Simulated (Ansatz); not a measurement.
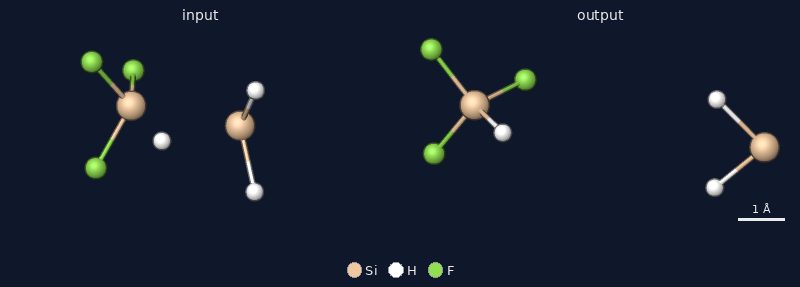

The structure of Si$_{2}$H$_{3}$F$_{3}$ (coarse preliminary run) before (left) and after (right) a saddle-point search, at one scale.

Style: ball-and-stick. Shown at a tilt.

The reaction that was planned forms Si1–H3 and breaks Si1–Si2, Si2–H3 (atoms numbered from 1 in input order).

Level of theory: RKS PBE0-D4/def2-SVP (Ansatz).

Input
```yaml
crystal:
  periodic: [false, false, false]
  atoms:
    - {symbol: Si, position_ang: [-0.691247, -0.849999, -0.036029]}
    - {symbol: Si, position_ang: [0.772185, 1.200430, -0.623037]}
    - {symbol: H, position_ang: [0.468151, 0.238262, 0.958566]}
    - {symbol: H, position_ang: [0.353290, 2.460264, 0.060314]}
    - {symbol: H, position_ang: [2.234956, 0.936255, -0.485717]}
    - {symbol: F, position_ang: [-1.797636, -0.539687, 1.081340]}
    - {symbol: F, position_ang: [-1.541675, -1.325754, -1.312007]}
    - {symbol: F, position_ang: [0.201875, -2.119872, 0.356570]}
basis:
  gaussian: {orbitals: def2-SVP}
hamiltonian: {xc: pbe0, dispersion: d4}
saddle:
  f_tol: 0.04
  max_steps: 70
  order_check: false
  mode_guess:
    - [0.0524, -0.2125, 0.7572]
    - [0.7278, 1.3056, -1.0700]
    - [-0.7802, -1.0931, 0.3127]
    - [0.0000, 0.0000, 0.0000]
    - [0.0000, 0.0000, 0.0000]
    - [0.0000, 0.0000, 0.0000]
    - [0.0000, 0.0000, 0.0000]
    - [0.0000, 0.0000, 0.0000]
```

What changed between the two?

Answer. The relaxation stopped without meeting its thresholds, so the last structure isn't shown to be converged. The search stopped after 70 steps with a largest force component of 0.024 eV/Å and a curvature of 0.01 eV/Å² along the mode that it followed. The largest move after the best rigid fit is that of Si2, 2.94 Å. Largest moves by element: Si 2.94 Å, F 1.50 Å, H 1.39 Å. Among the contacts that change: Si1–Si2 2.587 → 6.710 Å, Si2–H3 1.876 → 5.800 Å, Si1–H3 1.876 → 1.466 Å, Si2–H4 1.493 → 1.535 Å. New bonds form: Si1–H3 (1.88 → 1.47 Å). Bond angles that change, for instance: H4–Si2–H5 112.5° → 91.0°, F6–Si1–F7 104.2° → 108.0°, F6–Si1–F8 111.6° → 107.9°. The run took of the order of 40 core-minutes on a shared host.
